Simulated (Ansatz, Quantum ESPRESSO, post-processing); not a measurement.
# Screening and band shifts of 1T-IrSTe, 1 layer, part 5 of 6

How does 1T-IrSTe, 1 layer respond to a gate-like field without added charge?

Quantum ESPRESSO 7.5; plane-wave DFT, PBE, GBRV ultrasoft pseudopotentials; geometry and cross-check by Ansatz 0.2.0 with PAW datasets.

So far. Step 12 (Potential by pp.x): The slope in the vacuum is 0.300 eV/Å for an applied 0.30 V/Å, as it should be. Step 13 (Band structure: field 0.3 V/Å): Upper empty bands that drop with the field can be states of the vacuum, held by the sawtooth; they depend on the cell's width.

## Step 14: Valence density

The density shows how far the electrons spill into the vacuum.

The input, f0.rho.in:

```
&inputpp
  prefix = 'f0'
  outdir = './out'
  filplot = 'f0.rho.dat'
  plot_num = 0
/
```

Launch:

```
$ OMP_NUM_THREADS=1 mpirun -n 4 pp.x -in f0.rho.in > f0.rho.out
```

Numbers of over 12 decimals in the logs are rounded to 6 here.

What it wrote:

```text
[banner, memory and clock lines left out]
Program POST-PROC v.7.5 starts

          URL

     ./out/f0.save/

     IMPORTANT: XC functional enforced from input :
     Exchange-correlation= PBE
                           (   1   4   3   4   0   0   0)
     Any further DFT definition will be discarded
     Please, verify this is what you really want

     negative rho (up, down):  3.188E-01 0.000E+00

     Adding external electric field

     Computed dipole along edir(3) :
        Dipole               -0.0891 Ry au,         -0.2265 Debye
        Dipole field         -0.0008 Ry au,

        Potential amp.        0.0542 Ry
        Total length         35.8865 bohr

     Calling punch_plot, plot_num =   0
     Writing data to file  f0.rho.dat
     Message from routine chdens:
     namelist plot not found or invalid, exiting
```

Run time: 1.8 s. Hardware: 4 MPI ranks of AMD EPYC 9R14 (Zen 4), shared host; peak memory 0.12 GiB; 5.9 s of CPU time.

Read from the output:

```
electrons by integration : 27.00 e
```

Mean over planes. The valence density, planar mean by z:

| z (Å) | valence density, planar mean (e/Å³) |
| --- | --- |
| 4 | 1.4e-5 |
| 5 | 2.1e-4 |
| 6 | 0.00334 |
| 7 | 0.0524 |
| 8 | 0.232 |
| 9 | 0.300 |
| 10 | 1.05 |
| 11 | 0.595 |
| 12 | 0.221 |
| 13 | 0.0118 |
| 14 | 4.9e-4 |
| 15 | 2.3e-5 |

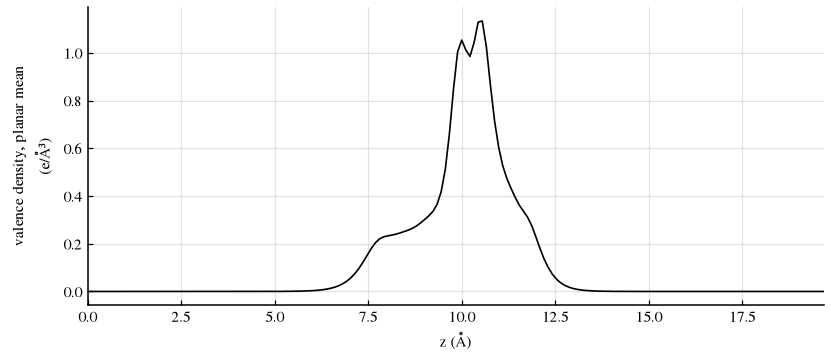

Valence density, planar mean, plotted against z.

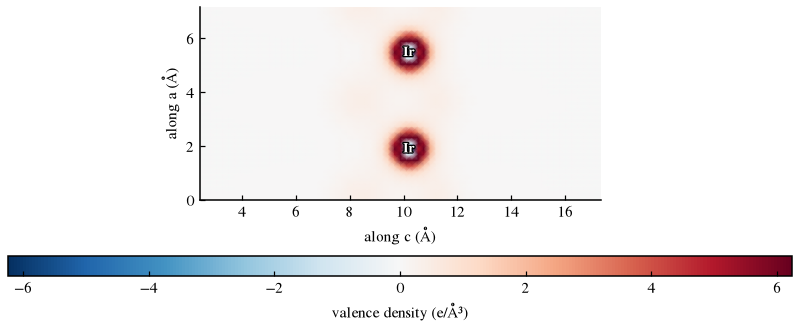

Valence density in the ca plane at fractional y = 0.000, with atoms of Ir within 0.2 Å of it. It is the smooth field of the valence electrons, not physical close to the nuclei. The map starts off the cell's origin, so that atoms lie inside it. The far vacuum is left out of the map.

The density integrates to 27.000 electrons, as the 27 of the input ask.

## Step 15: Valence density

The input, f2.rho.in:

```
&inputpp
  prefix = 'f2'
  outdir = './out'
  filplot = 'f2.rho.dat'
  plot_num = 0
/
```

Launch:

```
$ OMP_NUM_THREADS=1 mpirun -n 4 pp.x -in f2.rho.in > f2.rho.out
```

Wall time 1.8 s (4 MPI ranks); peak memory 0.12 GiB; 5.9 s of CPU time.

## Step 16: Charge moved by a field of 0.2 V/Å

Read from the output:

| Property | Result |
| --- | --- |
| largest charge moved across a plane | 0.001144 e/Å² |
| dipole step | -1.054 eV |

The planar mean oscillates, so the rows of the table below give means over windows of 2 Å about each position, cut where the curve ends. Its maxima inside the range that stand out by 2 % of the span (Å: e/Å³): 7.1: 6.8e-4, 9.9: 7.7e-6, 10.6: 1.4e-5. Its minima: 9.6: -1.1e-4, 10.2: -1.4e-4, 12.2: -7.4e-4.

Planar mean against z; means over each step:

| z (Å) | planar mean (e/Å³) |
| --- | --- |
| 0 | 3.0e-9 |
| 2 | 1.2e-7 |
| 4 | 7.8e-6 |
| 6 | 2.5e-4 |
| 8 | 3.1e-4 |
| 10 | -5.2e-5 |
| 12 | -4.4e-4 |
| 14 | -7.9e-5 |
| 16 | -8.7e-7 |
| 18 | -7.6e-9 |

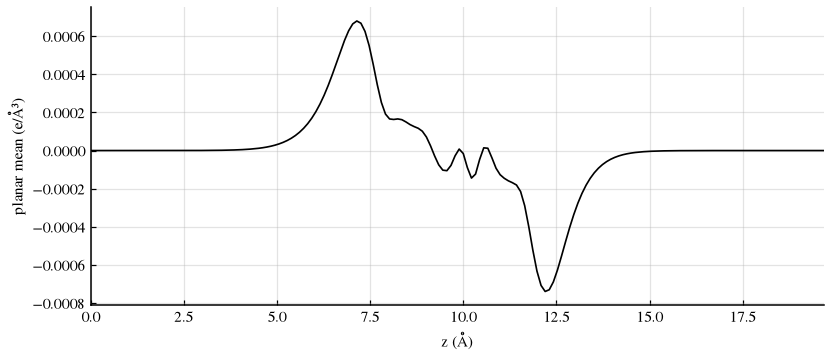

Planar mean, plotted against z.

The running integral, electrons below z by z:

| z (Å) | running integral, electrons below z (e/Å²) |
| --- | --- |
| 2 | 3.2e-8 |
| 3 | 2.7e-7 |
| 4 | 2.2e-6 |
| 5 | 1.7e-5 |
| 6 | 1.2e-4 |
| 7 | 5.6e-4 |
| 8 | 0.00101 |
| 9 | 0.00114 |
| 10 | 0.00110 |
| 11 | 0.00103 |
| 12 | 7.1e-4 |
| 13 | 1.4e-4 |
| 14 | 1.6e-5 |
| 15 | 1.5e-6 |
| 16 | 1.4e-7 |
| 17 | 1.3e-8 |

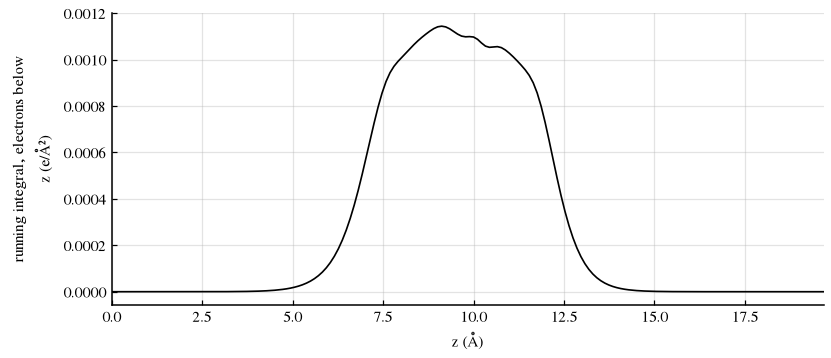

Running integral, electrons below z against z.

## Step 17: Polarisability from the dipole between 0 and 0.1 V/A

Read from the output:

```
change of slope in the vacuum : 0.10000 eV/Å
polarisability a cell         : 4.662 Å³
sheet polarisability 4πα/A    : 5.274 Å
```

Change of the potential energy, second field less first against z:

| z (Å) | change of the potential energy, second field less first (eV) |
| --- | --- |
| 0 | -0.336 |
| 1 | -0.599 |
| 2 | -0.499 |
| 3 | -0.399 |
| 4 | -0.299 |
| 5 | -0.200 |
| 6 | -0.104 |
| 7 | -0.0280 |
| 8 | -9.2e-4 |
| 9 | 0.00176 |
| 10 | 0 |
| 11 | 0.00366 |
| 12 | 0.0191 |
| 13 | 0.0808 |
| 14 | 0.175 |
| 15 | 0.274 |
| 16 | 0.374 |
| 17 | 0.474 |
| 18 | 0.574 |
| 19 | 0.674 |

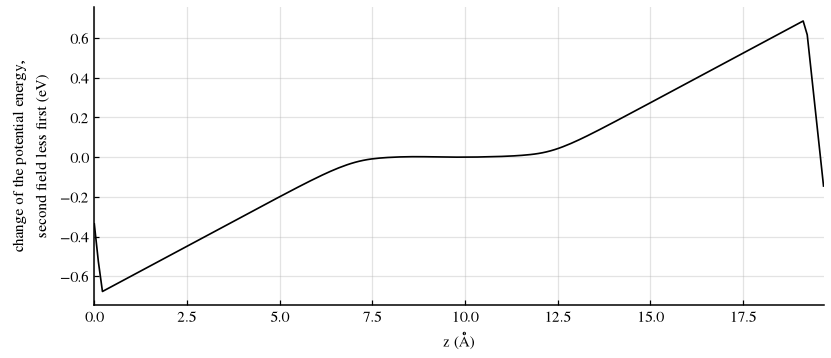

Change of the potential energy, second field less first, plotted against z.

## Step 18: Dipole against field

Table of dipole along the normal, dipole moment by applied field:

| applied field (V/Å) | dipole along the normal, dipole moment (e·Å) |
| --- | --- |
| 0.000 | -0.0472 |
| 0.100 | -0.0148 |
| 0.200 | 0.0175 |
| 0.300 | 0.0499 |

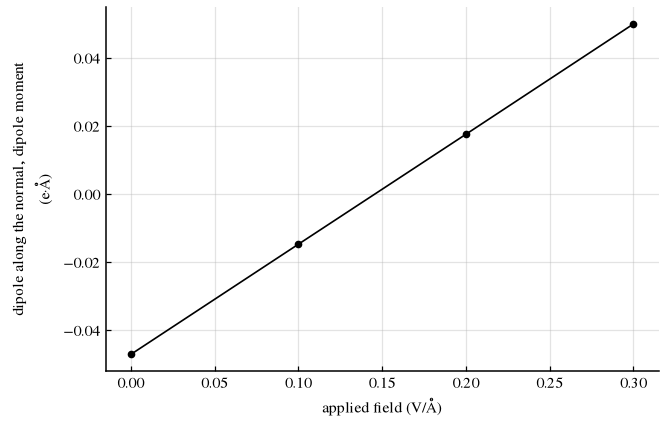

Dipole along the normal, dipole moment against applied field.

## Step 19: Cross-check with Ansatz: field 0.1 V/Å

As a check, the same structure is run in Ansatz.

Level of this step: plane-wave DFT, PBE, Ansatz PAW (Ansatz 0.2.0).

The input, input.yaml:

```yaml
crystal:
  lattice:
    - [3.5814941099, 0.0, 0.0]
    - [-1.790747055, 3.1016648827, 0.0]
    - [0.0, 0.0, 19.7816086487]
  atoms:
    - { symbol: Te, position: [0.6666666667, 0.3333333333, 0.4255097233] }
    - { symbol: Ir, position: [0.0, 0.0, 0.517032946] }
    - { symbol: S, position: [0.3333333333, 0.6666666667, 0.5724745883] }
kpoints:
  mp_grid: { grid: [12, 12, 1] }
hamiltonian:
  xc: pbe
scf:
  occupations: { method: fermi_dirac, width: 0.054 }
  convergence: { dr2_threshold: 1.0e-09 }
efield:
  axis: 3
  dipole_correction: true
  ramp_position: 0.97
  ramp_width: 0.04
  amplitude: 0.1
output:
  write_potential: true
  write_density: true
  volumetric_format: npy
```

Launch:

```
$ ansatz run input.yaml --threads 4 --pin off --max-ram 8192MiB --backend cpu --events-out ev --progress --plain --runs-dir out
```

What it wrote:

```text
[...]
Crystal: 3 atoms, lattice volume = 219.746 Å³
Basis set: ecut = 420 eV, 4213 PW (Γ)
Bands: 24, of which v1, the nominal top of the filled ones, is band 20 counted from 1 (19 counted from 0)
Symmetry: 6 space group operations
[...]
k-points: 19 of 144 (time reversal used)
[...]
SCF iter   1: F=—  HF=-19818.264316 eV  |F-HF|=—  |Δ(HF+E_count)|=         —  Δρ=2.62e-2  dr2=4.34e0  ethr=3.10e-3  p=0.033 e·Å  D=2.68e-2 V/Å  ΔV_dip=-0.53 eV  dr2_dipole=6.27e-1  V_vac-E_F(+/−)=6.43/5.14 eV  ⟨swp⟩=9.9  Hψ=2647  notcnv=0
[...]
SCF iter  10: F=-19817.774422 eV  HF=-19817.774422 eV  |F-HF|=3.42e-10  |Δ(HF+E_count)|=   1.73e-9  Δρ=3.45e-7  dr2=2.35e-10  ethr=2.56e-12  p=-0.016 e·Å  D=-1.29e-2 V/Å  ΔV_dip=0.25 eV  dr2_dipole=6.56e-14  V_vac-E_F(+/−)=5.84/3.76 eV  ⟨swp⟩=6.0  Hψ=1461  notcnv=0
SCF 1 converged in 10 iterations: F = -19817.774422 eV  dr2 = 2.35e-10
[...]
WARN: The output density's exchange-correlation potential varies sharply where the density is thin. Do not read a vacuum level from v_tot or v_xc, or from such a field of the output density. On a cell that repeats whose density bears no net charge and no dipole along the vacuum's axis use v_es (v_loc + v_h of the components); under efield.dipole_correction with no amplitude use v_es + v_field, which holds any externa [...]
SCF converged after 10 iterations
Free energy (F): -19817.774422 eV
[...]
Internal energy: -19817.759819 eV  (E = F + TS)
E sigma→0 (E₀):  -19817.767120 eV
Entropy (-TS):   -0.014603 eV (-4.868 meV/atom)
Fermi energy:    0.199641 eV
Dipole field:    D = -0.012855 V/Å  (p = -0.015611 e·Å, saw-weighted, corrected)
Work function:   not extracted (applied field tilts the vacuum); planar V_es + V_field profile in the machine report
[...]
--- Band table (eV; the first three rows and the last of 19) ---
  k-point 0: bands = [... 16 lower, -2.3149, -0.0628, 0.5557, 0.5557, 3.3680, 3.3680, 3.5773, 4.5721]
  k-point 1: bands = [... 16 lower, -2.3766, -0.4603, 0.5709, 0.6579, 2.7705, 3.2038, 3.7445, 4.7995]
  k-point 2: bands = [... 16 lower, -2.3331, -0.9863, 0.5206, 0.5743, 1.9285, 2.8996, 4.1427, 5.2438]
  k-point 18: bands = [... 16 lower, -3.2150, -1.4521, -1.0175, -0.3713, 0.9356, 2.7356, 4.5705, 6.9273]
```

It took 3.4 s on 4 threads; peak memory 0.55 GiB; 9.2 s of CPU time.

This step gave:

| Property | Result |
| --- | --- |
| free energy | -19817.7744 eV |
| energy at zero smearing | -19817.7671 eV |
| smearing term TS | 0.01460 eV |
| Fermi energy | 0.1996 eV |
| dipole along the normal | -0.01561 e·Å |

At 0.1 V/Å Ansatz's dipole is -0.0156 e Å against -0.0148 from pw.x.

## Step 20: Cross-check with Ansatz: field -0.1 V/Å

input.yaml is the input of step 19 with these lines changed:

```diff
@@ -21,3 +21,3 @@
   ramp_width: 0.04
-  amplitude: 0.1
+  amplitude: -0.1
 output:
```

What it wrote:

```text
[...]
Crystal: 3 atoms, lattice volume = 219.746 Å³
Basis set: ecut = 420 eV, 4213 PW (Γ)
Bands: 24, of which v1, the nominal top of the filled ones, is band 20 counted from 1 (19 counted from 0)
Symmetry: 6 space group operations
[...]
k-points: 19 of 144 (time reversal used)
[...]
--- Band table (eV; the first three rows and the last of 19) ---
  k-point 0: bands = [... 16 lower, -2.3101, -0.0787, 0.5594, 0.5594, 3.3736, 3.3736, 3.8121, 4.7766]
  k-point 1: bands = [... 16 lower, -2.3716, -0.4651, 0.5750, 0.6518, 2.7743, 3.2092, 4.0237, 4.8907]
  k-point 2: bands = [... 16 lower, -2.3093, -0.9821, 0.5255, 0.5689, 1.9284, 2.9048, 4.4723, 5.1958]
  k-point 18: bands = [... 16 lower, -3.2237, -1.4501, -1.0051, -0.3647, 0.9421, 2.7424, 4.6022, 7.0088]
[key lines of the parts left out:]
SCF converged after 10 iterations
Free energy (F): -19817.784004 eV
Fermi energy:    0.202257 eV
Dipole field:    D = -0.066028 V/Å  (p = -0.080184 e·Å, saw-weighted, corrected)
```

It took 2.2 s on 4 threads; peak memory 0.55 GiB.

Read from the output:

| Quantity | Value |
| --- | --- |
| free energy | -19817.7840 eV |
| energy at zero smearing | -19817.7767 eV |
| smearing term TS | 0.01461 eV |
| Fermi energy | 0.2023 eV |
| dipole along the normal | -0.08018 e·Å |

## Step 21: Dipole against field, Ansatz

The dipole along the normal, dipole moment by applied field:

| applied field (V/Å) | dipole along the normal, dipole moment (e·Å) |
| --- | --- |
| -0.1000 | -0.0802 |
| 0.0000 | -0.0479 |
| 0.1000 | -0.0156 |

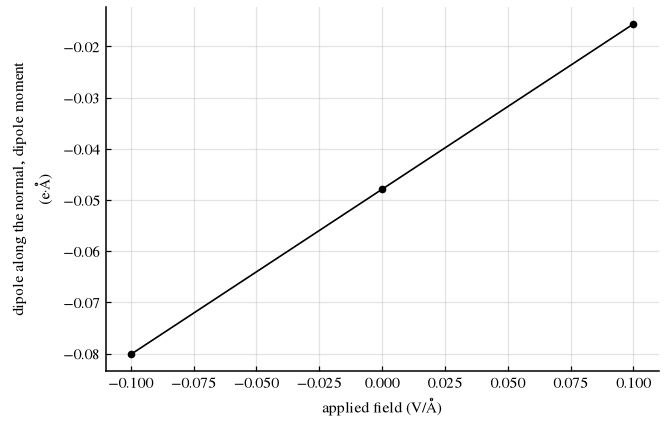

Dipole along the normal, dipole moment against applied field.

(Part 5 of 6 ends here.)

[Logs are printed without paths, hosts, clocks, repeated set-up lines and the standing remarks that a program may print on its own settings, such as how far it seeks lower states.]

[Hosts, paths, dates, database ids (printed as entryN), source tags and the programs' standing remarks are cut or masked in the printed files.]

[Maps of the electrostatic potential energy from Ansatz leave out the sawtooth potential of an applied field or a dipole correction, so their vacuum need not be flat; planar profiles and work functions include it.]
